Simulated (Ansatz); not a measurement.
**AlAs, thickness series**

Start from AlAs in the wurtzite structure (space group P6_3mc, No. 186; a model cell, its experimental status unchecked).

```yaml
crystal:
  lattice:
    - [4.00346, 0.00000, 0.00000]
    - [-2.00173, 3.46710, 0.00000]
    - [0.00000, 0.00000, 6.58077]
  atoms:
    - { symbol: Al, position: [0.66667, 0.33333, 0.99984] }
    - { symbol: Al, position: [0.33333, 0.66667, 0.49984] }
    - { symbol: As, position: [0.66667, 0.33333, 0.62536] }
    - { symbol: As, position: [0.33333, 0.66667, 0.12536] }
```

Cartesian axes are those of the cell as printed.

Free-standing slabs (4 atom(s) a layer) normal to the y axis with 15 Å of vacuum; in-plane cell held at bulk.

All numbers come from Ansatz (a quantum-chemistry and plane-wave program), PBEsol, PAW, cutoff 420 eV, no spin-orbit coupling.

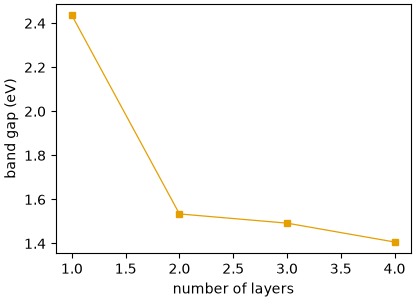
*Band gap against number of layers*

### Question
From the plot, what is the band gap for 4 layers?

### Answer
About 1.41 eV.

### Question
Is the trend monotonic over the range shown?

### Answer
Yes, it falls throughout, spanning 1.41 eV to 2.44 eV.

Stability against distortions was not tested. This is not the structure that AlAs has at room temperature and ambient pressure.
